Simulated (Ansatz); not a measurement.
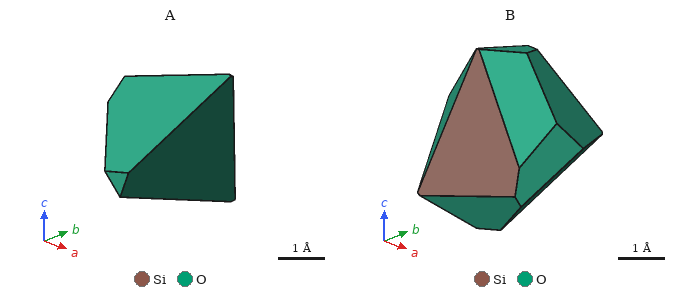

Computed Voronoi cells of the 2 sites of this structure, drawn to one scale and in one orientation; each face has the colour of the neighbour behind it.

SiO2, space group P4_12_12 (No. 92), a = 4.951 Å, b = 4.951 Å, c = 6.883 Å, α = 90.00°, β = 90.00°, γ = 90.00°

```tsv
site	Wyckoff	x	y	z
Si	4a	0.3036	0.3036	0.0000
O	8b	0.2376	0.1117	0.1826
```

Source: the geometry relaxed with DFT LDA, scalar-relativistic, plane waves, PAW (Ansatz).

Which cell belongs to which site?

Answer. A is Si (4 faces above 1 % of the solid angle, 7.1 Å³, mostly facing O); B is O (14 faces above 1 % of the solid angle, 17.5 Å³, facing O 50 %, Si 50 %).
